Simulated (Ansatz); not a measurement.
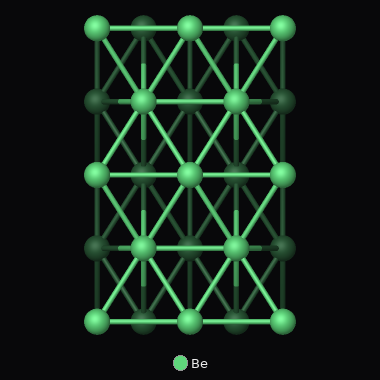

The system is Li on a Be(100) slab cut from the P6_3/mmc phase, its upper half relaxed before the scan (24 atoms of substrate and one adsorbate in a 2 × 2 cell); the picture shows it without the atoms that are moved over the map. Li is moved over the surface cell; relaxed at each place: the height of the adsorbate's atoms; substrate rigid; the origin of the map has the adsorbate above Be21. Places are given modulo a cell vector. The map is drawn in real space over the plane of the surface. Grid: 6 × 8 points; 20 points were computed and 28 follow by symmetry. Places are given in fractions of the 1 × 1 surface cell. Energies: eV, counted from the lowest grid point. The calculation used DFT LDA, scalar-relativistic, plane waves, PAW in Ansatz. Settings: cutoff 420 eV, k-mesh 6×4×1, gaussian smearing 0.1 eV, no spin polarisation.

Range: position of Li25 along the first surface vector from 0.000 to 0.833; position of Li25 along the second surface vector from 0.000 to 0.875.

Q: What will the energy surface look like?

A: The lowest grid point is at the trough between two rows of top atoms, (0/6, 4/8) of the cell vectors. The highest grid point, the top site over a surface Be atom, (0/6, 0/8) of the cell vectors, lies 0.70 eV above the lowest. At the lowest point the adsorbate has 4 Be at 2.41 Å as nearest neighbours, at the highest 1 Be at 2.13 Å. Its relaxed height above the top atom is 1.68 Å at the lowest and 2.13 Å at the highest point.

```tsv
second ↓, first →	0/6	1/6	2/6	3/6	4/6	5/6
7/8	0.63	0.60	0.54	0.50	0.54	0.60
6/8	0.41	0.38	0.33	0.31	0.33	0.38
5/8	0.13	0.12	0.10	0.09	0.10	0.12
4/8	0.00	0.00	0.01	0.01	0.01	0.00
3/8	0.13	0.12	0.10	0.09	0.10	0.12
2/8	0.41	0.38	0.33	0.31	0.33	0.38
1/8	0.63	0.60	0.54	0.50	0.54	0.60
0/8	0.70	0.67	0.61	0.58	0.61	0.67
```

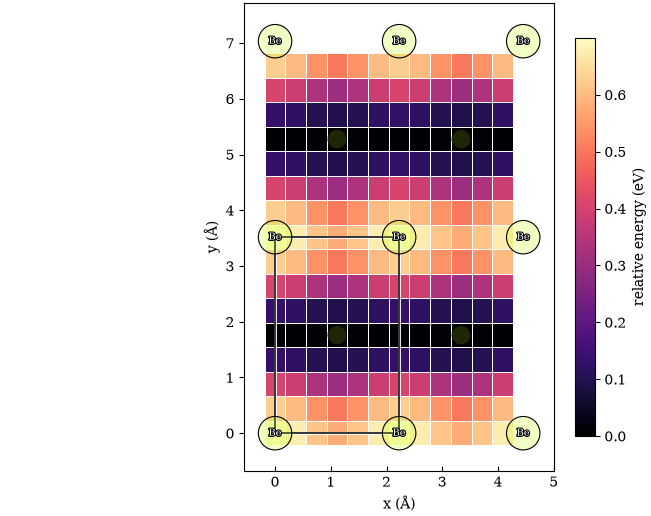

Drawn: one coloured cell a grid point, labelled circles for the atoms of the top layer and small ones for the second layer, the outline of one cell of the 2 × 2 shown.

Each point was launched as `ansatz run input.yaml --threads 4 --pin off --max-ram 12288MiB --backend cpu --events-out ev --progress --plain --runs-dir out`. The whole map (20 points run) took 18 min on 4 threads of Arm Neoverse N1, with other jobs on the host.
